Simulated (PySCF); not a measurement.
Run report: C$_{4}$H$_{7}$BrF$_{2}$Si, excited-state calculation

C$_{4}$H$_{7}$BrF$_{2}$Si, computed with TDDFT PBE0/def2-SVPD, vertical, gas phase, core orbitals frozen in the response (PySCF 2.14.0).

The geometry comes from this level: GFN2-xTB. It belongs to a series of runs on one base structure; here: H on C replaced by F.

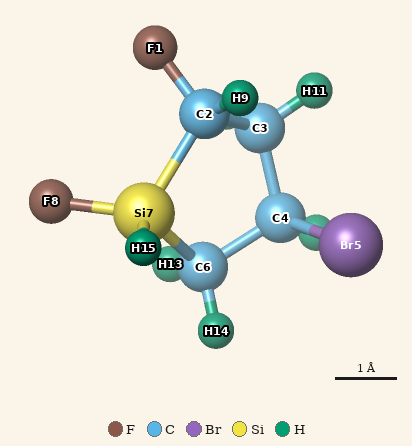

Fig. 1: The structure as given in the input (ball-and-stick view, seen at a tilt; atoms are numbered from 1 in the order of the input).

Input:
```
{"job": {"kind": "uv", "xc": "PBE0", "basis": "def2-SVPD", "nstates": 8, "ntriplets": 3}, "charge": 0, "multiplicity": 1}
F      1.860657    -1.494670    -0.937313
C      1.166012    -0.761948     0.008542
C     -0.272918    -1.283203     0.116182
C     -1.169096    -0.137981     0.556664
Br    -0.721377     0.325987     2.422783
C     -0.895357     1.076638    -0.318788
Si     1.001218     1.101463    -0.467789
F      1.422816     1.343455    -2.001381
H      1.705559    -0.919591     0.948318
H     -0.589121    -1.609362    -0.878759
H     -0.347238    -2.137429     0.791783
H     -2.221749    -0.424704     0.583009
H     -1.362997     0.921706    -1.294522
H     -1.338174     1.974330     0.108314
H      1.757351     2.033299     0.341043
```

The first line tells a small driver script what to run in PySCF; the rest is the geometry in Å.

Machine: 1 CPU thread, shared host.

Launched with:
```bash
OMP_NUM_THREADS=1 python <driver script> task.json out
```

Output:
```
coarse grid: 62368 points
cycle   1  E = -3218.5189692914  dE = -2.315e-01  |g| = 6.565e-01  |ddm| = 5.519e+00
cycle   2  E = -3218.4340987882  dE =  8.487e-02  |g| = 9.876e-01  |ddm| = 1.796e+00
cycle   3  E = -3218.5979775573  dE = -1.639e-01  |g| = 9.440e-02  |ddm| = 9.651e-01
cycle   4  E = -3218.5995752405  dE = -1.598e-03  |g| = 3.603e-02  |ddm| = 1.676e-01
cycle   5  E = -3218.5998846147  dE = -3.094e-04  |g| = 8.205e-03  |ddm| = 6.268e-02
cycle   6  E = -3218.5999004792  dE = -1.586e-05  |g| = 3.960e-03  |ddm| = 1.957e-02
cycle   7  E = -3218.5999042448  dE = -3.766e-06  |g| = 5.279e-04  |ddm| = 6.145e-03
final grid: 130648 points
cycle   8  E = -3218.5998905850  dE = -1.038e-07  |g| = 6.264e-04  |ddm| = 1.143e-02
cycle   9  E = -3218.5998905023  dE =  8.270e-08  |g| = 8.563e-04  |ddm| = 2.756e-03
cycle  10  E = -3218.5998906802  dE = -1.779e-07  |g| = 9.105e-05  |ddm| = 1.505e-03
cycle  11  E = -3218.5998906824  dE = -2.280e-09  |g| = 1.777e-05  |ddm| = 1.801e-04
cycle  12  E = -3218.5998906825  dE = -6.548e-11  |g| = 5.196e-06  |ddm| = 3.126e-05
```

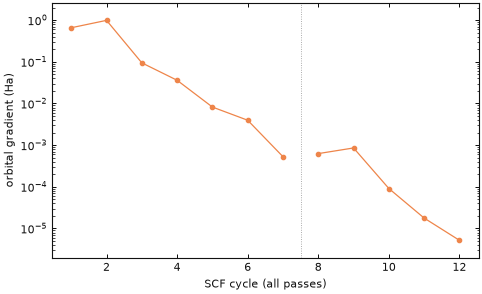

Fig. 2: Convergence of the self-consistent field: orbital gradient against the SCF cycle. The dotted line marks the change from a coarse to the final integration grid. The first 7 cycles use a coarse grid, the final grid takes over at cycle 8, and the field converges after 12 cycles in all.

```
converged SCF energy = -3218.5998906825

Static polarisability (au): isotropic 89.243, principal 82.293 86.744 98.692

Singlet excitations
state   eV       nm        f      main configurations
  1   6.0795    203.9   0.00034   H-1->L 0.94
  2   6.1320    202.2   0.00098   H-2->L 0.67, H->L 0.24
  3   6.3993    193.7   0.00450   H->L 0.64, H-2->L 0.22, H->L+1 0.12
  4   6.7001    185.0   0.00145   H->L+1 0.79, H->L 0.08
  5   6.9782    177.7   0.01223   H-1->L+1 0.94
  6   7.0287    176.4   0.04137   H-2->L+1 0.86
  7   7.5702    163.8   0.00141   H-3->L 0.91
  8   7.6396    162.3   0.02539   H->L+2 0.88

Triplet excitations (Tamm-Dancoff, eV): 5.4398 5.4948 6.0293
```

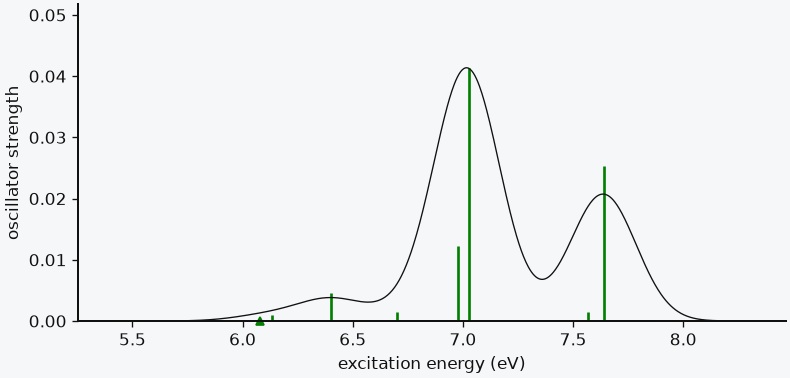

Fig. 3: Computed excitations as sticks (degenerate states added up, dark ones marked on the axis), with a Gaussian envelope of 0.35 eV full width at half maximum, scaled to the tallest. Of the 8 states the lowest lies at 6.08 eV (f = 0.000); the strongest line is at 7.03 eV, or 176 nm (f = 0.041).

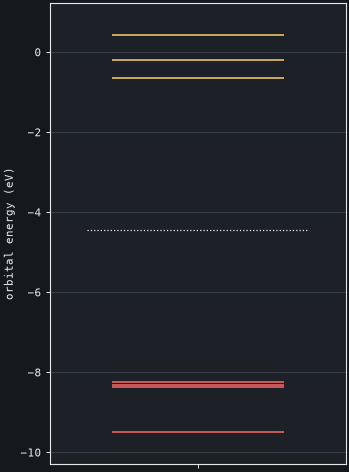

Fig. 4: Orbital energies near the frontier; the dotted line parts filled from empty levels, and levels within 0.02 eV of each other stand side by side. Highest filled −8.26 eV, lowest empty −0.66 eV, 7.60 eV apart.

Key numbers:

| quantity | value |
| --- | --- |
| outcome | converged |
| total energy | −3218.599891 hartree |
| HOMO | −8.26 eV |
| LUMO | −0.66 eV |
| dipole moment | 2.24 D |
| mean polarisability | 89.24 a.u. |
| lowest singlet excitation | 6.08 eV |
| wall time | 2.7 min |
| peak memory | 0.96 GiB |

Remarks:

Spin–orbit coupling is left out, which matters for the heavy atoms.
